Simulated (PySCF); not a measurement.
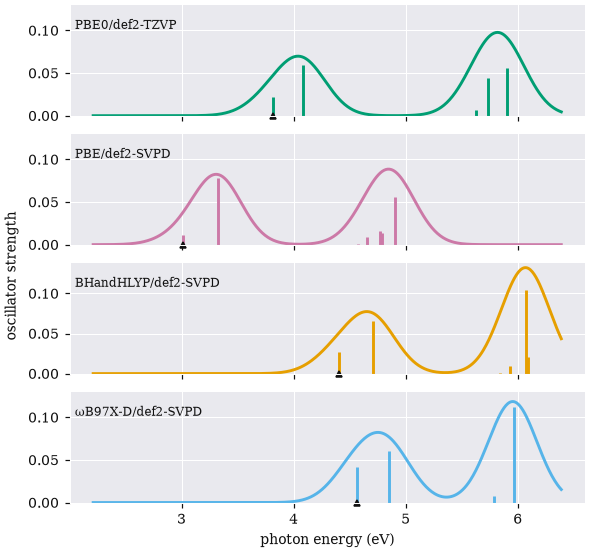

Vertical TDDFT spectra of KCl (potassium chloride), singlet at one geometry and several levels (PySCF 2.14.0, at a PBE0-D3(BJ)/def2-SVP geometry (no frequency check)); sticks with Gaussians of 1/e half-width 0.30 eV, the triangle marks S1, which has the same leading orbital pair at all these levels. Only the lowest states were computed, so the high end is incomplete. States within 0.01 eV of each other are merged, with their strengths summed. The highest state may be half of a pair whose partner wasn't computed.

Order the levels by their S1 energy.

Answer. From lowest to highest: PBE/def2-SVPD 3.01 eV, PBE0/def2-TZVP 3.81 eV, BHandHLYP/def2-SVPD 4.40 eV, ωB97X-D/def2-SVPD 4.57 eV; a spread of 1.55 eV.

Limits of at least one run: charge-transfer states, as from a ligand to the metal, come out too low without long-range exact exchange; core orbitals are frozen in the response; def2-TZVP has no diffuse functions, so states with Rydberg character are missing or too high; states above the negative HOMO energy depend on the basis.
